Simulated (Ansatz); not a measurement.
# BrClHIn (built from SMILES [Cl][InH][Br]): search for a transition state

Is there a first-order saddle for this 1,1-elimination, which should form Br2–H3 and break In1–Br2, In1–H3, and which two structures does it connect?

Program: Ansatz 0.2.0, Gaussian basis. Level of theory: PBE0-D4, def2-SVP first, then def2-TZVP. These are calculated values, not measurements.

### Step 1. Starting geometry

The guess: 4 atoms, charge 0, spin multiplicity 1.

Atoms are counted from 1 here; the program's logs count them from 0.

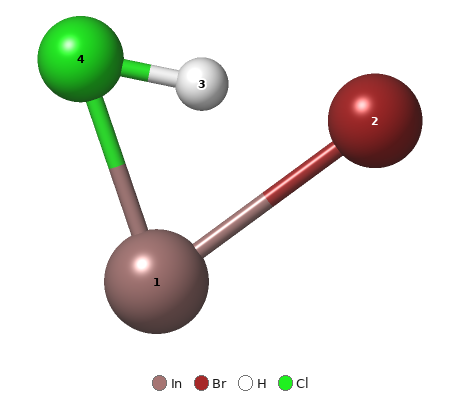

The starting geometry (indium brown, bromine red, hydrogen white, chlorine green); atoms are numbered from 1 in the order of the file.

As a file:

```csv
atom,x (Å),y (Å),z (Å)
In1,0.8225,1.4049,-0.5639
Br2,1.1378,-1.5683,0.0866
H3,-0.4341,-0.3476,0.2000
Cl4,-1.5261,0.5110,0.2772
```

Distances that are to change: Br2–H3 1.99 Å, In1–Br2 3.06 Å, In1–H3 2.29 Å.

### Step 2. Relaxing the guess with the reacting distances held

hold/in.yaml reads:

```yaml
crystal:
  periodic: [false, false, false]
  atoms:
    - {symbol: In, position_ang: [0.822500, 1.404900, -0.563900]}
    - {symbol: Br, position_ang: [1.137800, -1.568300, 0.086600]}
    - {symbol: H, position_ang: [-0.434100, -0.347600, 0.200000]}
    - {symbol: Cl, position_ang: [-1.526100, 0.511000, 0.277200]}
basis:
  gaussian: {orbitals: def2-SVP}
hamiltonian: {xc: pbe0, dispersion: d4}
relax: {f_tol: 0.08, max_steps: 120, escape_saddle: false, constraints: [{distance: [1, 2]}, {distance: [0, 1]}, {distance: [0, 2]}]}
```

The run is started by

```console
$ ansatz run in.yaml --threads 2 --pin off --events-out ev --progress --plain --max-ram 4352MiB
```

Output, shortened:

```text
Functional definition: PBE0
  name "PBE0"
  cite "Adamo & Barone, J. Chem. Phys. 110, 6158 (1999) doi:10.1063/1.478522"
  cite "Perdew, Burke & Ernzerhof, Phys. Rev. Lett. 77, 3865 (1996) doi:10.1103/PhysRevLett.77.3865"
  parent pbe
[...]
922 factors; integrals over basis functions are off by at most 3.0e-4 eV
[...]
mean field -87736.58171437 eV, -3224.2599080121 hartree, gradient 2.7e-5 eV, S^2 0.000000; 0 other end points of the search recorded, 0 dependent functions left out
[...]
reference -87736.58173966 eV, -3224.2599089416 hartree; 37, 37 occupied and 44, 44 virtual orbitals, 922 factors
relax step   1: F+E_penalty+E_count = -87736.68755808 eV  Δ(F+E_penalty+E_count) = +0.000e0 eV  max|allowed force component| = 6.910e-1 eV/Å  Δτ_max = 0.0000 Å  (24 SCF iters, accepted)
[...]
relax step   2: F+E_penalty+E_count = -87736.70755182 eV  Δ(F+E_penalty+E_count) = -1.999e-2 eV  max|allowed force component| = 9.376e-2 eV/Å  Δτ_max = 0.0536 Å  (28 SCF iters, accepted)
[...]
relax step   3: F+E_penalty+E_count = -87736.70826891 eV  Δ(F+E_penalty+E_count) = -7.171e-4 eV  max|allowed force component| = 3.668e-2 eV/Å  Δτ_max = 0.0063 Å  (23 SCF iters, accepted)
  distance Br 1 - H 2 held at 1.993449 Å   reaction = +3.3374e-1 eV/Å
  distance In 0 - Br 1 held at 3.059817 Å   reaction = +1.0311e0 eV/Å
  distance In 0 - H 2 held at 2.287759 Å   reaction = -1.1684e0 eV/Å
922 factors; integrals over basis functions are off by at most 3.0e-4 eV
[...]
mean field -87736.60161433 eV, -3224.2606393222 hartree, gradient 1.8e-5 eV, S^2 0.000000; 1 other end points of the search recorded, 0 dependent functions left out
[...]
reference -87736.60163973 eV, -3224.2606402554 hartree; 37, 37 occupied and 44, 44 virtual orbitals, 922 factors
Total energy: -87736.70829430 eV, -3224.2645597387 hartree
Atom 0 at     0.856165     1.406729    -0.573251 Å, force     0.746258    -0.124090    -0.166482 eV/Å
Atom 1 at     1.135032    -1.567944     0.087079 Å, force    -0.331282     1.202811    -0.209291 eV/Å
Atom 2 at    -0.422772    -0.328620     0.192728 Å, force    -0.378295    -1.113182     0.374590 eV/Å
Atom 3 at    -1.568325     0.489835     0.293345 Å, force    -0.036680     0.034462     0.001182 eV/Å
Dipole moment:     0.050142     0.941776    -0.245622 e Å
```

It took 11 s on 2 threads of AMD EPYC 7R13, shared host; peak memory 0.19 GiB.

Along the way:

```csv
step,energy from step 1 (eV),largest force component (eV/Å)
1,0.0000,0.6910
2,-0.0200,0.0938
3,-0.0207,0.0367
```

Close pairs (by a distance rule), those that changed most:

```csv
bond,before (Å),after (Å),change (Å)
In1–Cl4,2.650,2.733,+0.083
H3–Cl4,1.391,1.411,+0.020
In1–Br2,3.060,3.060,+0.000
```

### Step 3. Force constants to start from

hessian/in.yaml reads:

```yaml
crystal:
  periodic: [false, false, false]
  atoms:
    - {symbol: In, position_ang: [0.856165, 1.406729, -0.573251]}
    - {symbol: Br, position_ang: [1.135032, -1.567944, 0.087079]}
    - {symbol: H, position_ang: [-0.422772, -0.328620, 0.192728]}
    - {symbol: Cl, position_ang: [-1.568325, 0.489835, 0.293345]}
basis:
  gaussian: {orbitals: def2-SVP}
hamiltonian: {xc: pbe0, dispersion: d4}
phonons: {}
scf: {lower_state_search: off}
```

The run is started by

```console
$ ansatz run in.yaml --threads 2 --pin off --events-out ev --progress --plain --max-ram 4352MiB
```

Output, shortened:

```text
[... 5 set-up lines as earlier in the session ...]
[...]
924 factors; integrals over basis functions are off by at most 2.8e-4 eV
[...]
mean field -87736.60161310 eV, -3224.2606392770 hartree, gradient 4.3e-6 eV, S^2 0.000000; 0 other end points of the search recorded, 0 dependent functions left out
[...]
reference -87736.60163851 eV, -3224.2606402108 hartree; 37, 37 occupied and 44, 44 virtual orbitals, 924 factors
[... from here to the last solve, the lines of the solves are left out (15 solves) ...]
924 factors; integrals over basis functions are off by at most 2.8e-4 eV
mean field -87736.60168503 eV, -3224.2606419204 hartree, gradient 2.9e-6 eV, S^2 0.000000; 0 other end points of the search recorded, 0 dependent functions left out
[...]
reference -87736.60171044 eV, -3224.2606428542 hartree; 37, 37 occupied and 44, 44 virtual orbitals, 924 factors
WARN: phonons: modes at or below zero, which the zero-point energy, F, S and C_V leave out: 1, the lowest at -82.50 cm⁻¹. A minimum has none, and a first-order saddle one
Total energy: -87736.70829305 eV, -3224.2645596927 hartree
Atom 0 at     0.856165     1.406729    -0.573251 Å, force     0.746272    -0.124081    -0.166489 eV/Å
Atom 1 at     1.135032    -1.567944     0.087079 Å, force    -0.331283     1.202811    -0.209288 eV/Å
Atom 2 at    -0.422772    -0.328620     0.192728 Å, force    -0.378303    -1.113183     0.374589 eV/Å
Atom 3 at    -1.568325     0.489835     0.293345 Å, force    -0.036686     0.034453     0.001188 eV/Å
Dipole moment:     0.050141     0.941776    -0.245621 e Å
Vibrations: -82.50 149.58 181.89 572.53 983.12 1468.09 cm⁻¹, zero-point energy 0.207997 eV
Checks for a lower state left out: stability, starts, cluster_reference, orbital_swaps, neighbouring_geometries, increment
```

Wall time 24 s (2 threads of AMD EPYC 7R13, shared host); peak memory 0.18 GiB.

The structure is not stationary yet, so these wavenumbers are no spectrum; the search needs only the force constants.

### Step 4. Saddle search in the small basis

The search itself is an outer loop (partitioned rational-function steps, Bofill update of the Hessian). Each step is one single-point run with forces. It stops when the largest force is under 0.03 eV/Å and the followed curvature is negative. The first step's input:

presaddle/in.yaml reads:

```yaml
crystal:
  periodic: [false, false, false]
  atoms:
    - {symbol: In, position_ang: [0.856165, 1.406729, -0.573251]}
    - {symbol: Br, position_ang: [1.135032, -1.567944, 0.087079]}
    - {symbol: H, position_ang: [-0.422772, -0.328620, 0.192728]}
    - {symbol: Cl, position_ang: [-1.568325, 0.489835, 0.293345]}
basis:
  gaussian: {orbitals: def2-SVP}
hamiltonian: {xc: pbe0, dispersion: d4}
output: {forces: true}
scf: {lower_state_search: off}
```

The run is started by

```console
$ ansatz run in.yaml --threads 2 --pin off --events-out ev --progress --plain --max-ram 4352MiB
```

The driver's record:

```csv
step,energy (eV),largest force (eV/Å),followed curvature (eV/Å²)
1,-87736.70829,1.2028,-0.49
2,-87736.89872,0.7553,-0.51
3,-87736.84092,1.6564,-1.00
4,-87736.96295,0.4496,-1.81
5,-87736.96028,0.4753,-0.79
6,-87736.98512,0.2796,-0.08
7,-87736.96998,0.4738,-0.01
8,-87736.96397,0.4438,0.07
9,-87736.95305,0.4055,-0.03
10,-87736.93829,0.2781,-0.13
11,-87736.91916,0.1290,-0.13
14,-87736.89334,0.2125,-0.98
17,-87736.87296,0.2558,-0.43
20,-87736.86713,0.1154,-0.08
23,-87736.85315,0.1945,-0.05
26,-87736.80296,0.4728,-1.08
29,-87736.81296,0.2523,-0.64
32,-87736.81199,0.3137,0.08
35,-87736.79894,0.3718,0.10
38,-87736.69848,0.8446,0.35
41,-87736.47049,1.2118,0.29
42,-87736.42299,1.1367,-0.77
43,-87736.60673,0.6014,-1.29
44,-87736.60818,0.4971,-1.25
45,-87736.60134,1.0564,-6.61
46,-87736.62281,0.0521,-6.09
47,-87736.62260,0.0612,-0.56
48,-87736.62023,0.0571,-0.07
49,-87736.61782,0.0215,-0.07
```

The 49 steps took 70 s in all (2 threads of AMD EPYC 7R13, shared host).

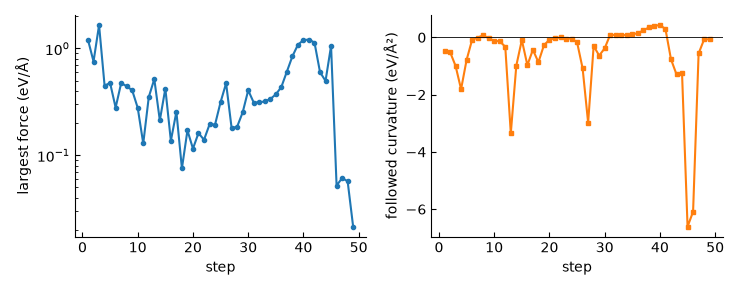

Largest force and followed curvature during the search.

### Step 5. Saddle search in triple zeta

The search itself is an outer loop (partitioned rational-function steps, Bofill update of the Hessian). Each step is one single-point run with forces. It stops when the largest force is under 0.008 eV/Å and the followed curvature is negative. The first step's input:

saddle/in.yaml reads:

```yaml
crystal:
  periodic: [false, false, false]
  atoms:
    - {symbol: In, position_ang: [-0.987672, 3.851900, -0.689593]}
    - {symbol: Br, position_ang: [-0.190731, -3.591126, 0.936422]}
    - {symbol: H, position_ang: [0.437114, -2.399568, 0.476643]}
    - {symbol: Cl, position_ang: [0.741389, 2.138793, -0.723573]}
basis:
  gaussian: {orbitals: def2-TZVP}
hamiltonian: {xc: pbe0, dispersion: d4}
output: {forces: true}
scf: {lower_state_search: off}
```

The run is started by

```console
$ ansatz run in.yaml --threads 2 --pin off --events-out ev --progress --plain --max-ram 4352MiB
```

Step by step:

```csv
step,energy (eV),largest force (eV/Å),followed curvature (eV/Å²)
1,-87749.65604,0.1094,-0.07
2,-87749.65181,0.0975,0.04
3,-87749.64546,0.1903,0.04
4,-87749.63500,0.3299,0.10
5,-87749.62023,0.5023,0.16
6,-87749.59329,0.7409,0.22
7,-87749.55826,0.9608,0.28
8,-87749.52042,1.1292,0.31
9,-87749.48298,1.2450,0.31
10,-87749.44950,1.3097,0.30
11,-87749.42178,1.3304,0.28
14,-87749.37608,1.2021,0.22
17,-87749.37053,1.1535,0.17
20,-87749.37867,1.3158,0.12
23,-87749.42239,1.3719,0.10
26,-87749.45839,1.3080,0.04
29,-87749.56122,0.8858,0.05
31,-87749.55466,0.8963,-0.30
32,-87749.60422,0.4802,-0.83
33,-87749.61979,0.3345,-0.93
34,-87749.62221,0.1148,-1.70
35,-87749.62294,0.0243,-1.51
36,-87749.62293,0.0367,-1.62
37,-87749.62294,0.0257,-1.97
38,-87749.62295,0.0068,-2.24
```

The 38 steps took 84 s in all (2 threads of AMD EPYC 7R13, shared host).

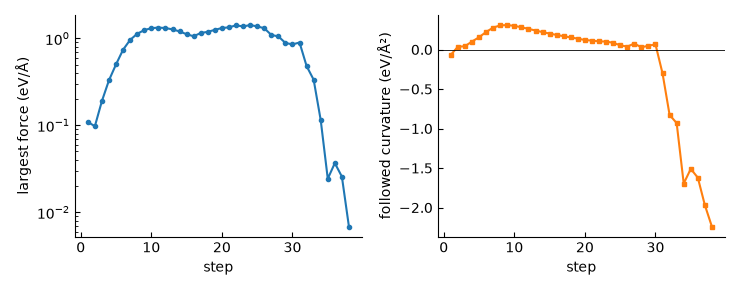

Largest force and followed curvature during the search.

The point found:

```xyz
4
BrClHIn
In    0.4423    5.9372   -1.5491
Br   -1.0337   -6.9913    2.0041
H     0.3314   -7.2166    1.6810
Cl    0.2601    8.2708   -2.1361
```

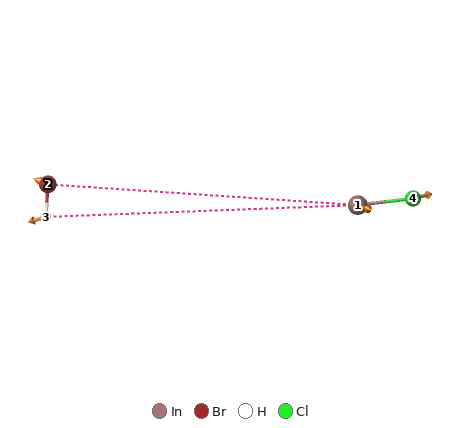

The point found; broken lines mark the pairs that react, arrows the followed mode.

### Step 6. Checking the order of the point

vib/in.yaml reads:

```yaml
crystal:
  periodic: [false, false, false]
  atoms:
    - {symbol: In, position_ang: [0.442317, 5.937172, -1.549121]}
    - {symbol: Br, position_ang: [-1.033744, -6.991321, 2.004096]}
    - {symbol: H, position_ang: [0.331389, -7.216636, 1.680993]}
    - {symbol: Cl, position_ang: [0.260138, 8.270786, -2.136068]}
basis:
  gaussian: {orbitals: def2-TZVP}
hamiltonian: {xc: pbe0, dispersion: d4}
phonons: {temperatures: {t_min: 298.15, t_max: 900, t_step: 200}}
```

The run is started by

```console
$ ansatz run in.yaml --threads 2 --pin off --events-out ev --progress --plain --max-ram 4352MiB
```

Output, shortened:

```text
[... 5 set-up lines as earlier in the session ...]
[...]
1206 factors; their error is unknown
[...]
mean field -87749.58048698 eV, -3224.7376040947 hartree, gradient 6.2e-5 eV, S^2 0.000000; 0 other end points of the search recorded, 0 dependent functions left out
[...]
reference -87749.58053119 eV, -3224.7376057193 hartree; 37, 37 occupied and 104, 104 virtual orbitals, 1206 factors
[... from here to the last solve, the lines of the solves are left out (23 solves) ...]
1206 factors; their error is unknown
mean field -87749.58044367 eV, -3224.7376025029 hartree, gradient 2.3e-6 eV, S^2 0.000000; 0 other end points of the search recorded, 0 dependent functions left out
[...]
reference -87749.58048786 eV, -3224.7376041269 hartree; 37, 37 occupied and 104, 104 virtual orbitals, 1206 factors
Total energy: -87749.62295253 eV, -3224.7391646747 hartree
Atom 0 at     0.442317     5.937172    -1.549121 Å, force     0.000048    -0.003718     0.001000 eV/Å
Atom 1 at    -1.033744    -6.991321     2.004096 Å, force     0.006808    -0.000302    -0.001805 eV/Å
Atom 2 at     0.331389    -7.216636     1.680993 Å, force    -0.006699     0.000353     0.001762 eV/Å
Atom 3 at     0.260138     8.270786    -2.136068 Å, force    -0.000157     0.003667    -0.000958 eV/Å
Dipole moment:     0.244527    -0.731627     0.131157 e Å
Vibrations: 311.92 2665.60 cm⁻¹, zero-point energy 0.184582 eV
```

Wall time 55 s (2 threads of AMD EPYC 7R13, shared host); peak memory 0.32 GiB.

Vibrational sums (real modes only):

```csv
T (K),entropy (J/mol/K),heat capacity (J/mol/K)
298,5.7,6.9
498,9.5,8.0
698,12.4,9.1
898,14.8,10.3
```

### Step 7. Outcome

| quantity | value |
| --- | --- |
| imaginary modes | 0 |
| lowest wavenumber | 312 cm⁻¹ |
| Br2–H3 at the point found | 1.421 Å |
| In1–Br2 at the point found | 13.489 Å |
| In1–H3 at the point found | 13.545 Å |

**Reading.** A transition state has exactly one imaginary mode. This point has none beyond numerical noise, so it is no saddle.
